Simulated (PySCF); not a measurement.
# One shape, several levels: CH7FSi2 (SMILES F[SiH2]C[SiH3])

Wanted: a comparison of 6 runs (HF/STO-3G, HF/3-21G, HF/def2-SVP, TPSSh/6-31G*, PBE0/def2-SVP, r2SCAN/def2-SVP) of CH7FSi2. Input form: a Python script.

The calculation is run with PySCF 2.14.0.

## 1. The system as given

CH7FSi2: 11 atoms, total charge 0, spin state singlet. As SMILES, `F[SiH2]C[SiH3]`. The coordinates come from a PBE0-D4/def2-TZVP relaxation. This is one conformer, not always the lowest.

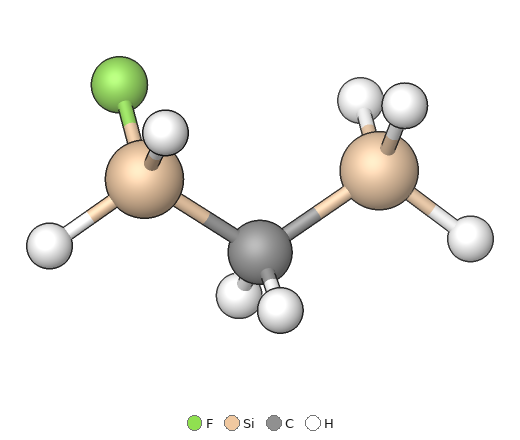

The structure, seen from a chosen angle (fluorine green, silicon light orange, carbon grey, hydrogen white).

## 2. Energy and gradient at HF/STO-3G (run 1)

The input, calc.py:

```python
# F[SiH2]C[SiH3]
import pyscf.grad
from pyscf import gto

molecule = gto.M(
    atom='''
F     -3.078553     3.150929     0.381725
Si    -0.130769     2.831566     1.009870
C      0.659892    -0.578067     1.144229
Si    -0.297065    -2.469683    -1.700187
H      1.311470     4.106186    -1.029901
H      0.332025     4.114879     3.460844
H      2.715725    -0.727923     1.365516
H     -0.191429    -1.419373     2.832510
H     -3.092348    -2.623696    -1.881600
H      0.699010    -1.257991    -4.032865
H      0.741906    -5.075804    -1.534836
''',
    verbose=4,
    basis='sto-3g',
    max_memory=1860,
    unit='bohr',
)

mf = molecule.RHF()
mf.conv_tol = 1e-10
mf.kernel()
if not mf.converged:
    mf = mf.newton().run(mf.mo_coeff, mf.mo_occ)

etot = mf.e_tot
print('E = %.10f Eh' % etot)
grad = mf.Gradients().kernel()
dip = mf.dip_moment()
pop, q = mf.mulliken_pop()
```

Launch:

```console
OMP_NUM_THREADS=1 python calc.py
```

The program printed:

```text
PySCF version 2.14.0

[... 63 lines left out ...]
converged SCF energy = -710.760954007058
[... 12 lines left out ...]
Dipole moment(X, Y, Z, Debye):  1.13527, -0.34664,  0.42070
[... 8 lines left out ...]
pop of  1 Si 3s           1.13621
pop of  1 Si 2px          1.96434
pop of  1 Si 2py          1.96510
pop of  1 Si 2pz          1.96504
pop of  1 Si 3px          0.57792
pop of  1 Si 3py          0.74232
pop of  1 Si 3pz          0.77839
pop of  2 C 1s            1.99236
pop of  2 C 2s            1.28286
pop of  2 C 2px           1.01365
pop of  2 C 2py           1.12105
pop of  2 C 2pz           1.07477
pop of  3 Si 1s           1.99961
pop of  3 Si 2s           1.98733
pop of  3 Si 3s           1.18415
pop of  3 Si 2px          1.96481
pop of  3 Si 2py          1.96461
pop of  3 Si 2pz          1.96457
pop of  3 Si 3px          0.76545
pop of  3 Si 3py          0.75572
pop of  3 Si 3pz          0.72979
pop of  4 H 1s            1.17378
pop of  5 H 1s            1.17229
pop of  6 H 1s            0.95621
pop of  7 H 1s            0.95413
pop of  8 H 1s            1.15865
pop of  9 H 1s            1.16451
pop of  10 H 1s           1.16176
 ** Mulliken atomic charges  **
charge of    0F =     -0.34173
charge of    1Si =      0.88378
charge of    2C =     -0.48468
charge of    3Si =      0.68397
charge of    4H =     -0.17378
charge of    5H =     -0.17229
charge of    6H =      0.04379
charge of    7H =      0.04587
charge of    8H =     -0.15865
charge of    9H =     -0.16451
charge of   10H =     -0.16176
```

Wall time 2.7 s (1 thread of Intel Xeon at 2.70GHz, shared host); peak memory 0.12 GiB.

## 3. Energy and forces at HF/3-21G (run 2)

The input, job.py:

```python
import pyscf.grad
from pyscf import gto

system = gto.M(
    atom='''
F     -1.629100     1.667400     0.202000
Si    -0.069200     1.498400     0.534400
C      0.349200    -0.305900     0.605500
Si    -0.157200    -1.306900    -0.899700
H      0.694000     2.172900    -0.545000
H      0.175700     2.177500     1.831400
H      1.437100    -0.385200     0.722600
H     -0.101300    -0.751100     1.498900
H     -1.636400    -1.388400    -0.995700
H      0.369900    -0.665700    -2.134100
H      0.392600    -2.686000    -0.812200
''',
    spin=0,
    basis='3-21g',
    charge=0,
    verbose=3,
    max_memory=1860,
)

mf = system.RHF()
mf.conv_tol = 1e-10
mf.kernel()
if not mf.converged:
    mf = mf.newton().run(mf.mo_coeff, mf.mo_occ)

etot = mf.e_tot
print('E(%s) = %.9f' % ('HF', etot))
grad = mf.Gradients().kernel()
dip = mf.dip_moment()
pop, q = mf.mulliken_pop()
```

Launch:

```console
OMP_NUM_THREADS=1 python job.py
```

The program printed:

```text
converged SCF energy = -715.473275757632
E(HF) = -715.473275758
--------------- RHF gradients ---------------
         x                y                z
0 F     0.0272430112    -0.0031044173     0.0067561436
1 Si    -0.0197087606    -0.0160847626    -0.0073250442
2 C    -0.0115567939     0.0042626502    -0.0148182095
3 Si     0.0042188928     0.0107407466     0.0100311924
4 H    -0.0008136561     0.0018314773    -0.0010926669
5 H    -0.0015184754     0.0017276432     0.0008263023
6 H     0.0050805506     0.0013462333    -0.0008228932
7 H    -0.0034318708    -0.0012060391     0.0041698429
8 H     0.0006664866     0.0003657113     0.0007796203
9 H     0.0000227372    -0.0005549332     0.0010267966
10 H    -0.0002021216     0.0006756903     0.0004689157
----------------------------------------------
Dipole moment(X, Y, Z, Debye):  1.95503, -0.69543,  0.87381
 ** Mulliken pop  **
pop of  0 F 1s            1.98463
pop of  0 F 2s            0.43780
pop of  0 F 3s            1.54440
pop of  0 F 2px           0.75327
pop of  0 F 2py           0.85891
pop of  0 F 2pz           0.85578
pop of  0 F 3px           0.97770
pop of  0 F 3py           1.05784
pop of  0 F 3pz           1.05121
pop of  1 Si 1s           1.99852
pop of  1 Si 2s           1.97163
pop of  1 Si 3s           0.70105
pop of  1 Si 4s           0.29818
pop of  1 Si 2px          1.95303
pop of  1 Si 2py          1.95663
pop of  1 Si 2pz          1.95804
pop of  1 Si 3px          0.35714
pop of  1 Si 3py          0.50773
pop of  1 Si 3pz          0.54664
pop of  1 Si 4px          0.03660
pop of  1 Si 4py          0.07747
pop of  1 Si 4pz          0.16067
pop of  2 C 1s            1.98816
pop of  2 C 2s            0.31710
pop of  2 C 3s            1.28974
pop of  2 C 2px           0.52379
pop of  2 C 2py           0.53392
pop of  2 C 2pz           0.52986
pop of  2 C 3px           0.67415
pop of  2 C 3py           0.80524
pop of  2 C 3pz           0.74905
pop of  3 Si 1s           1.99860
pop of  3 Si 2s           1.97386
pop of  3 Si 3s           0.67430
pop of  3 Si 4s           0.48538
pop of  3 Si 2px          1.95756
pop of  3 Si 2py          1.95657
pop of  3 Si 2pz          1.95612
pop of  3 Si 3px          0.53424
pop of  3 Si 3py          0.51689
pop of  3 Si 3pz          0.48885
pop of  3 Si 4px          0.18940
pop of  3 Si 4py          0.16157
pop of  3 Si 4pz          0.11411
pop of  4 H 1s            0.43479
pop of  4 H 2s            0.81432
pop of  5 H 1s            0.43430
pop of  5 H 2s            0.81766
pop of  6 H 1s            0.44298
pop of  6 H 2s            0.29791
pop of  7 H 1s            0.44325
pop of  7 H 2s            0.28889
pop of  8 H 1s            0.42775
pop of  8 H 2s            0.74800
pop of  9 H 1s            0.42769
pop of  9 H 2s            0.76354
pop of  10 H 1s           0.42703
pop of  10 H 2s           0.76856
 ** Mulliken atomic charges  **
charge of    0F =     -0.52153
charge of    1Si =      1.47666
charge of    2C =     -1.41102
charge of    3Si =      0.99257
charge of    4H =     -0.24911
charge of    5H =     -0.25196
charge of    6H =      0.25911
charge of    7H =      0.26786
charge of    8H =     -0.17575
charge of    9H =     -0.19123
charge of   10H =     -0.19558
```

It took 2.8 s on 1 thread of Intel Xeon at 2.70GHz, shared host; peak memory 0.13 GiB.

Runs 3 to 5 aren't shown in full; the table further down has their settings and results.

## 4. Energy and forces at r2SCAN/def2-SVP (run 6)

The input, calc.py:

```python
# F[SiH2]C[SiH3]
import pyscf.grad
from pyscf import gto, dft

mol = gto.Mole()
mol.atom = '''
F   -1.629100   1.667400   0.202000
Si  -0.069200   1.498400   0.534400
C    0.349200  -0.305900   0.605500
Si  -0.157200  -1.306900  -0.899700
H    0.694000   2.172900  -0.545000
H    0.175700   2.177500   1.831400
H    1.437100  -0.385200   0.722600
H   -0.101300  -0.751100   1.498900
H   -1.636400  -1.388400  -0.995700
H    0.369900  -0.665700  -2.134100
H    0.392600  -2.686000  -0.812200
'''
mol.charge = 0
mol.basis = 'def2-svp'
mol.max_memory = 1860
mol.verbose = 4
mol.build()

mf = dft.RKS(mol, xc='r2scan')
mf.conv_tol = 1e-10
mf.grids.level = 5
mf.kernel()
if not mf.converged:
    mf = mf.newton().run(mf.mo_coeff, mf.mo_occ)

e_tot = mf.e_tot
print('E = %.10f Eh' % e_tot)
grad = mf.Gradients().kernel()
mf.analyze()
```

Launch:

```console
OMP_NUM_THREADS=1 python calc.py
```

The program printed:

```text
PySCF version 2.14.0

[... 102 lines left out ...]
DFT Exchange-Correlation Energy =      -60.269397442772103
[... 10 lines left out ...]
MO #9   energy= -3.58742774561752  occ= 2
[... 8 lines left out ...]
MO #18  energy= -0.404169836034782 occ= 2
[... 8 lines left out ...]
MO #27  energy= 0.0183268691503367 occ= 0
[... 8 lines left out ...]
MO #36  energy= 0.233766329470374  occ= 0
[... 8 lines left out ...]
MO #45  energy= 0.468414169415183  occ= 0
[... 8 lines left out ...]
MO #54  energy= 0.664253371292013  occ= 0
[... 8 lines left out ...]
MO #63  energy= 0.909504148986942  occ= 0
[... 8 lines left out ...]
MO #72  energy= 1.53872719062232   occ= 0
[... 8 lines left out ...]
MO #81  energy= 1.81453041309506   occ= 0
[... 8 lines left out ...]
MO #90  energy= 2.26372661642253   occ= 0
[... 8 lines left out ...]
MO #99  energy= 3.56139556548714   occ= 0
[... 74 lines left out ...]
pop of  5 H 2py           0.00095
pop of  5 H 2pz           0.00307
pop of  6 H 1s            0.85543
pop of  6 H 2s            0.00711
pop of  6 H 2px           0.00095
pop of  6 H 2py           0.00026
pop of  6 H 2pz           0.00017
pop of  7 H 1s            0.85767
pop of  7 H 2s            0.00762
pop of  7 H 2px           0.00019
pop of  7 H 2py           0.00033
pop of  7 H 2pz           0.00075
pop of  8 H 1s            1.08479
pop of  8 H 2s            0.00393
pop of  8 H 2px           0.00345
pop of  8 H 2py           0.00003
pop of  8 H 2pz           0.00004
pop of  9 H 1s            1.09185
pop of  9 H 2s            0.00343
pop of  9 H 2px           0.00043
pop of  9 H 2py           0.00062
pop of  9 H 2pz           0.00239
pop of  10 H 1s           1.08907
pop of  10 H 2s           0.00356
pop of  10 H 2px          0.00047
pop of  10 H 2py          0.00288
pop of  10 H 2pz          0.00005
 ** Mulliken atomic charges  **
charge of    0F =     -0.47433
charge of    1Si =      0.94284
charge of    2C =     -0.68753
charge of    3Si =      0.49332
charge of    4H =     -0.13033
charge of    5H =     -0.12651
charge of    6H =      0.13608
charge of    7H =      0.13344
charge of    8H =     -0.09224
charge of    9H =     -0.09872
charge of   10H =     -0.09603
Dipole moment(X, Y, Z, Debye):  1.47238, -0.63858,  0.84841
```

Wall time 62 s (1 thread of Intel Xeon at 2.70GHz, shared host); peak memory 0.99 GiB.

## 5. The series

```
run                               level  integration grid  energy (Eh)  dipole moment (D)  HOMO energy (eV)  LUMO energy (eV)  wall time
  1                           HF/STO-3G                 –  -710.760954               1.26             -9.52             12.66      2.7 s
  2                            HF/3-21G                 –  -715.473276               2.25            -11.98              4.32      2.8 s
  3                         HF/def2-SVP                 –  -719.021403               2.07            -12.11              4.04       11 s
  4  TPSSh/6-31G* (spherical functions)                 5  -721.203894               1.79             -8.13              0.33       58 s
  5                       PBE0/def2-SVP                 5  -720.515319               1.86             -8.89              0.69       53 s
  6                     r2SCAN/def2-SVP                 5  -720.786419               1.82             -7.90              0.16       62 s
```

## 6. Results

```
                       quantity          value
            run 6: total energy  -720.78642 Eh
           run 6: dipole moment         1.82 D
             run 6: HOMO energy       -7.90 eV
             run 6: LUMO energy        0.16 eV
           run 6: HOMO–LUMO gap        8.06 eV
run 6: largest force on an atom     0.975 eV/Å
```

The dipole moment (its size) runs from 1.26 D (HF/STO-3G) to 2.25 D (HF/3-21G). The HOMO–LUMO gap runs from 8.06 eV (r2SCAN/def2-SVP) to 22.18 eV (HF/STO-3G). The two ends differ in method and basis. Totals of different functionals can't be ranked against each other. In run 1 the basis is minimal, so the values are rough. All runs together took 3.2 min, the longest 62 s.
